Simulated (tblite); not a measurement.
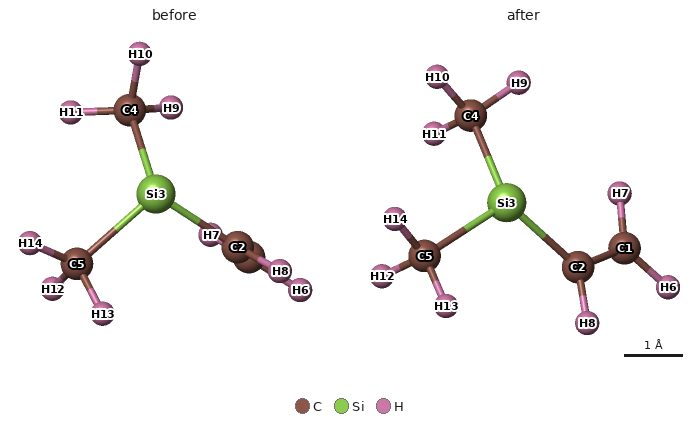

The structure of C4H9Si (multiplicity 2) before (left) and after (right) a relaxation, at one scale.

Style: ball-and-stick. Shown at a tilt.

Theory: tblite, GFN2-xTB geometry optimisation, gas phase. 

Describe what moved and what it gained.

Answer. The atom that moves furthest after the best rigid fit is H8 (1.30 Å). By element the largest moves are H 1.30 Å, C 0.51 Å, Si 0.28 Å. Among the contacts that change: Si3–C5 1.846 → 1.903 Å, C4–H10 1.132 → 1.086 Å, Si3–C4 1.861 → 1.902 Å, C2–H8 1.116 → 1.085 Å. Bond angles that change, for instance: C2–Si3–C4 110.8° → 117.8°, C2–Si3–C5 107.8° → 114.1°, C2–C1–H6 116.1° → 122.1°. Groups turn about C2–Si3 by about 60°, Si3–C4 by about 55°. The energy falls by 11.0 kcal/mol in 112 geometry steps.
